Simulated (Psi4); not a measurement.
# SiNH5 (Si(NH2)H3): CCSD(T)/6-31G(d) (spherical functions, sweep point 7)

Aim: the vertical ionisation energy of SiNH5 (Si(NH2)H3) at CCSD(T)/6-31G* (spherical functions, sweep point 7), from 2 runs. 

The results are computed with Psi4 1.11.

4 further runs of the same task are left out: 4 set aside as unsound or not needed.

**1. Starting point**

The species is SiNH5 (7 atoms), meant as a singlet with charge 0. SMILES: `[H][Si]([H])([H])N`. The shape is that of a GFN2-xTB optimisation.

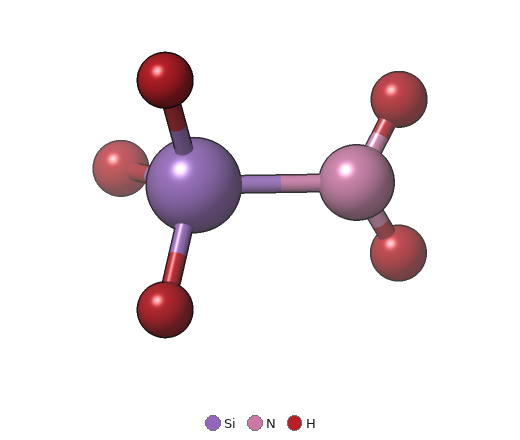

The structure, seen from a chosen angle (silicon purple, nitrogen pink, hydrogen red).

**2. The energy at CCSD(T)/6-31G(d) (spherical functions, sweep point 7)**

The input, job.dat:

```
memory 1600 mb

molecule mol {
  0 1
  Si    -0.00130391     0.00449755    -1.29066405
  N      0.17132257     0.33767516     1.94369670
  H      1.33732138    -0.80916183     2.91734029
  H     -1.44310825     0.58090181     2.92123313
  H      2.62246743    -0.01874608    -2.14585960
  H     -1.41336396     2.20975124    -2.16581511
  H     -1.27333526    -2.30491785    -2.17993137
  units au
  symmetry c1
}

set {
  basis 6-31G*
  reference rhf
  puream true
  scf_type pk
  num_frozen_docc 6
  d_convergence 1e-10
  e_convergence 1e-10
}

result, w = energy("ccsd(t)", return_wfn=True)
```

Run with:

```sh
$ psi4 job.dat job.out -n 1
```

job.out:

```text
[...]
  Running in c1 symmetry.
[...]
  Nuclear repulsion =   65.167404732323391
[...]
  Multiplicity = 1
[...]
  Nalpha       = 13
  Nbeta        = 13
[...]
    Number of basis functions: 42
[...]
   @RHF iter   1:  -346.19613636905098   -5.50814e-01   9.41826e-03 ADIIS/DIIS
[...]
   @RHF iter  13:  -346.28103960041966   -1.13687e-13   5.77626e-11 DIIS
[...]
    Orbital Energies [Eh]
    ---------------------
    Doubly Occupied:
       1A    -68.757969     2A    -15.529823     3A     -6.119948
       4A     -4.225792     5A     -4.225684     6A     -4.225130
       7A     -1.130259     8A     -0.721462     9A     -0.651441
      10A     -0.547795    11A     -0.491155    12A     -0.478238
      13A     -0.394671
[...]
  @RHF Final Energy:  -346.28103960041966
   => Energetics <=
    Nuclear Repulsion Energy =             65.1674047323233907
    One-Electron Energy =                -607.8981541543616913
    Two-Electron Energy =                 196.4497098216186828
    Total Energy =                       -346.2810396004196605
[...]
 Multipole Moments:
 ------------------------------------------------------------------------------------
     Multipole            Electronic (a.u.)      Nuclear  (a.u.)        Total (a.u.)
 ------------------------------------------------------------------------------------
 L = 1.  Multiply by 2.5417464519 to convert [e a0] to [Debye]
 Dipole X            :          0.0249543           -0.2006834           -0.1757291
 Dipole Y            :          0.0554234           -0.4090653           -0.3536419
 Dipole Z            :          0.1510328            0.1639500            0.3149828
 Magnitude           :                                                    0.5051311
[...]
      * MP2 total energy                      = -346.523542149716377
[...]
      * CCSD total energy                     = -346.553361827895344
[...]
      * CCSD(T) total energy                  = -346.558494566127820
[...]
```

Wall time 7.5 s (1 thread of Intel Xeon at 2.70GHz, shared host); peak memory 0.2 GiB.

**3. The doublet cation**

The input, job.inp:

```
memory 1600 MB

molecule m {
  1 2
  Si    -0.00130391     0.00449755    -1.29066405
  N      0.17132257     0.33767516     1.94369670
  H      1.33732138    -0.80916183     2.91734029
  H     -1.44310825     0.58090181     2.92123313
  H      2.62246743    -0.01874608    -2.14585960
  H     -1.41336396     2.20975124    -2.16581511
  H     -1.27333526    -2.30491785    -2.17993137
  units au
  symmetry c1
}

set {
  basis 6-31G*
  reference uhf
  puream true
  scf_type pk
  num_frozen_docc 6
  d_convergence 1e-10
  e_convergence 1e-10
  maxiter 150
}

result, w = energy('ccsd(t)', return_wfn=True)
```

Run with:

```sh
$ psi4 job.inp job.out -n 1
```

job.out:

```text
[...]
  Running in c1 symmetry.
[...]
  Nuclear repulsion =   65.167404732323391
[...]
  Multiplicity = 2
[...]
  Nalpha       = 13
  Nbeta        = 12
[...]
    Number of basis functions: 42
[...]
   @UHF iter   1:  -345.85918435587206   -2.13862e-01   6.45033e-03 ADIIS/DIIS
[...]
   @UHF iter  20:  -345.96431416754797   -3.41061e-13   8.11185e-11 DIIS
[...]
   @S^2 Observed:                7.618565415E-01
[...]
    Orbital Energies [Eh]
    ---------------------
    Alpha Occupied:
       1A    -68.992760     2A    -15.956544     3A     -6.360196
       4A     -4.466936     5A     -4.464255     6A     -4.463978
       7A     -1.554855     8A     -1.031602     9A     -1.030712
      10A     -0.913763    11A     -0.839918    12A     -0.696726
      13A     -0.694904
    Alpha Virtual:
      14A     -0.085787    15A     -0.009000    16A      0.002503
      17A      0.015932    18A      0.025163    19A      0.101576
      20A      0.147295    21A      0.193614    22A      0.206023
      23A      0.294516    24A      0.464818    25A      0.527064
[...]
  @UHF Final Energy:  -345.96431416754797
   => Energetics <=
    Nuclear Repulsion Energy =             65.1674047323233907
    One-Electron Energy =                -600.4599208144452405
    Two-Electron Energy =                 189.3282019145739525
    Total Energy =                       -345.9643141675479683
  UHF NO Occupations:
  HONO-2 :   11  A 1.9980715
  HONO-1 :   12  A 1.9975663
[...]
 Multipole Moments:
 ------------------------------------------------------------------------------------
     Multipole            Electronic (a.u.)      Nuclear  (a.u.)        Total (a.u.)
 ------------------------------------------------------------------------------------
 L = 1.  Multiply by 2.5417464519 to convert [e a0] to [Debye]
 Dipole X            :          0.0652884           -0.2006834           -0.1353950
 Dipole Y            :          0.1495290           -0.4090653           -0.2595363
 Dipole Z            :          1.4220487            0.1639500            1.5859987
 Magnitude           :                                                    1.6127873
[...]
      * MP2 total energy                      = -346.167822989435194
[...]
      * CCSD total energy                     = -346.207227867163567
[...]
      * CCSD(T) total energy                     = -346.211991668133123
[...]
```

It took 11 s on 1 thread of Intel Xeon at 2.70GHz, shared host; peak memory 0.21 GiB.

**4. Outcome**

At CCSD(T)/6-31G* (spherical functions, sweep point 7), 6 core orbitals frozen:

```
                                                                  quantity          value
                                               singlet SiNH5: total energy  -346.55849 Eh
                        singlet SiNH5: HOMO energy (Hartree–Fock orbitals)      -10.74 eV
                        singlet SiNH5: LUMO energy (Hartree–Fock orbitals)        3.95 eV
                      singlet SiNH5: HOMO–LUMO gap (Hartree–Fock orbitals)       14.69 eV
                singlet SiNH5: correlation energy (6 core orbitals frozen)     -277.5 mEh
                                             singlet SiNH5: (T) correction      -5.13 mEh
                                              singlet SiNH5: T1 diagnostic          0.011
                                              doublet cation: total energy  -346.21199 Eh
doublet cation: HOMO energy (Hartree–Fock orbitals) (highest over α and β)      -18.83 eV
 doublet cation: LUMO energy (Hartree–Fock orbitals) (lowest over α and β)       -6.77 eV
               doublet cation: correlation energy (6 core orbitals frozen)     -247.7 mEh
                                            doublet cation: (T) correction      -4.76 mEh
                         doublet cation: ⟨S²⟩ of the reference determinant          0.762
                                             doublet cation: T1 diagnostic          0.048
                        vertical ionisation energy (to the doublet cation)       9.429 eV
```

**Reading.** Removing an electron at fixed nuclei costs 9.43 eV (910 kJ/mol). The triples (singlet SiNH5) make up 1.8 % of the correlation energy. The T1 diagnostic (doublet cation) of 0.048 is above the customary mark for such species, so a single reference may not serve. The triples (doublet cation) make up 1.9 % of the correlation energy.
